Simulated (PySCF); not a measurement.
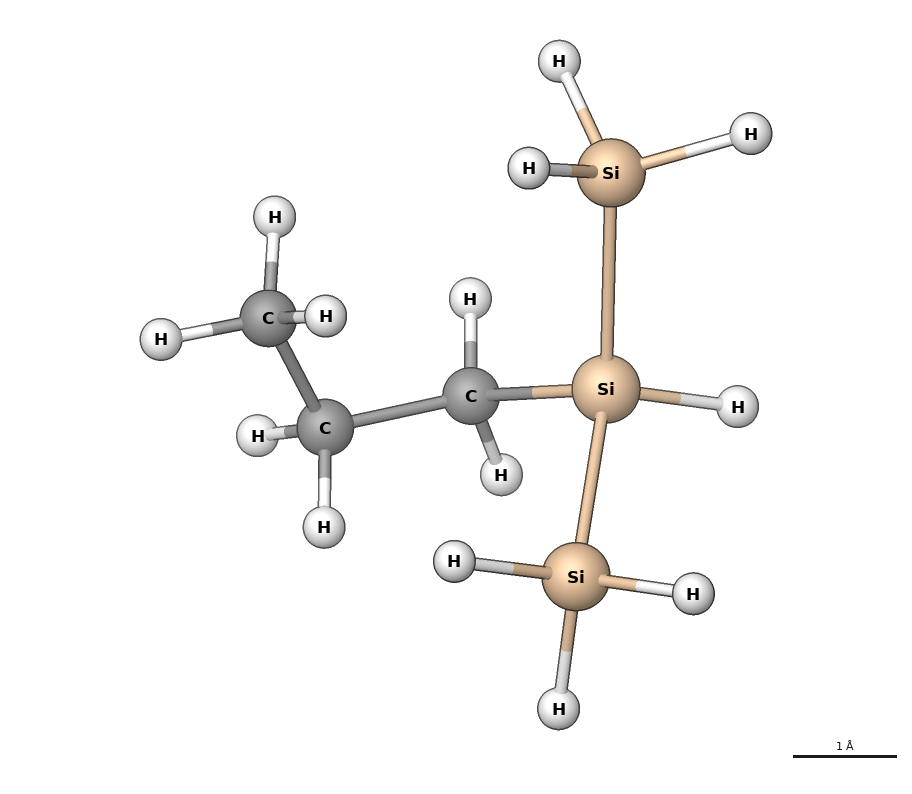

The picture shows a molecular structure as a ball-and-stick model.

Computed geometry: GFN2-xTB optimisation. No frequency run is at hand to confirm it as a minimum.

Which formula does it have?

C3H14Si3, 20 atoms: 3 carbon, 14 hydrogen and 3 silicon.

Give a SMILES string for it.

CCC[SiH]([SiH3])[SiH3]

Count the bonded pairs by element.

7 C–H, 7 Si–H, 2 C–C, 2 Si–Si, 1 C–Si.

Does it have rings?

It has no ring.

Name functional groups in it.

Among them: Si–H bond.

More results for the same structure follow; atom numbers are the same in all pictures, views and colours differ.

### Geometry

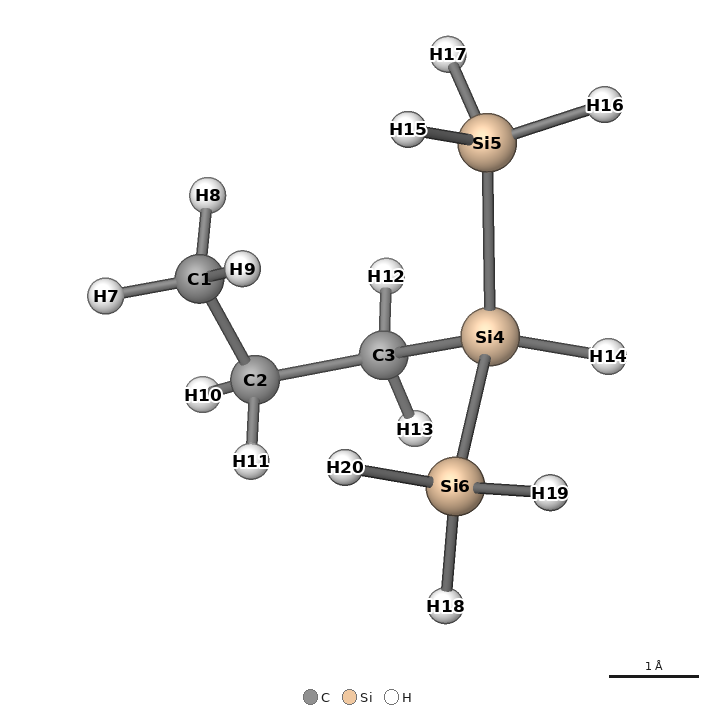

No frequency run is at hand to confirm it as a minimum.

Describe the coordination of atom 5.

Si5 has 4 neighbours (Si4 at 2.33, H15 at 1.47, H16 at 1.47, H17 at 1.47 Å); the arrangement is tetrahedral.

What is the geometry at Si4?

Si4 has 4 neighbours (C3 at 1.92, Si5 at 2.33, Si6 at 2.32, H14 at 1.48 Å); the arrangement is tetrahedral.

What is the geometry at C2?

C2 has 4 neighbours (C1 at 1.52, C3 at 1.53, H10 at 1.09, H11 at 1.09 Å); the arrangement is tetrahedral.

Describe the coordination of atom 3.

C3 has 4 neighbours (C2 at 1.53, Si4 at 1.92, H12 at 1.09, H13 at 1.09 Å); the arrangement is tetrahedral.

What is the dihedral angle C2–C3–Si4–Si5?

85° in size, that is about perpendicular.

### Electronic properties

No frequency run is at hand to confirm it as a minimum. Level of theory: PBE0/def2-SVPD, gas phase (PySCF 2.14.0). Excitations: vertical, linear response.

Estimate the LUMO energy (Kohn–Sham orbital).

−0.47 eV.

Estimate the dipole moment.

1.13 D.

Estimate the mean static polarisability.

125.3 bohr³.

What is the HOMO energy (Kohn–Sham orbital)?

−8.03 eV.

### NMR shielding

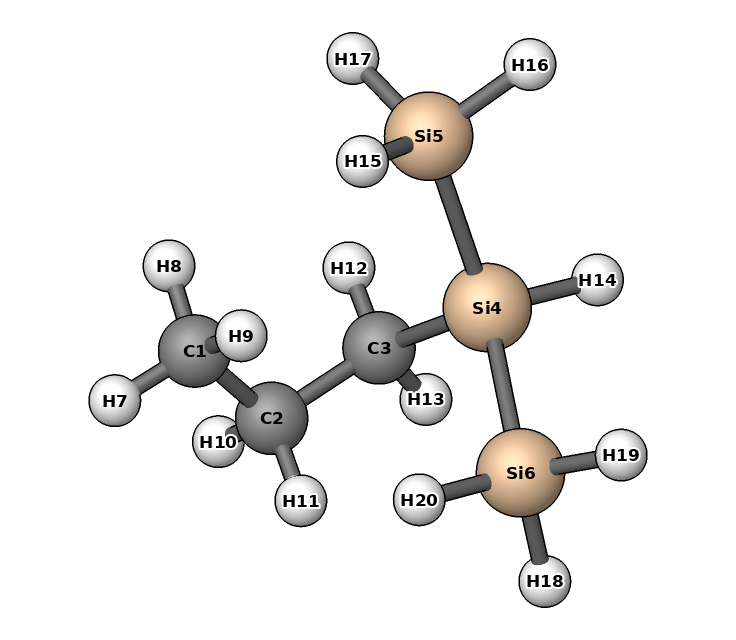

No frequency run is at hand to confirm it as a minimum. Method: GIAO PBE0/pcSseg-1 NMR shielding, non-relativistic, gas phase (PySCF 2.14.0). Principal shieldings σ11 ≤ σ22 ≤ σ33, span Ω = σ33 − σ11, skew κ = 3(σiso − σ22)/Ω.

Which Si atom has the most anisotropic shielding?

Si4, with a span of 84 ppm.

Give the shielding tensors of the Si atoms.

```
atom    σ11    σ22    σ33   σiso     Ω      κ
 Si4  397.6  428.7  481.6  436.0  84.0   0.26
 Si5  436.9  453.3  483.7  458.0  46.8   0.30
 Si6  446.6  470.8  482.5  466.6  35.9  −0.35
```

Shieldings and span in ppm.

### Charges

The questions are on ESP-fitted charges. No frequency run is at hand to confirm it as a minimum. Properties computed with PBE0/pcSseg-1, gas phase (PySCF 2.14.0).

Which atom carries the highest charge (most positive or least negative)?

Si4 (0.23 e).

And the lowest?

C3 (−0.35 e).

List the ESP-fitted charges.

```csv
atom,value (e)
C1,−0.30
C2,0.22
C3,−0.35
Si4,0.23
Si5,0.15
Si6,0.16
H7,0.08
H8,0.08
H9,0.06
H10,−0.01
H11,−0.03
H12,0.10
H13,0.09
H14,−0.10
H15,−0.07
H16,−0.07
H17,−0.05
H18,−0.05
H19,−0.07
H20,−0.06
```

The geometry is semi-empirical. Around Si such bond lengths and angles can be off by a tenth of an ångström or more and by several degrees, and values that hang on the shape move with them.
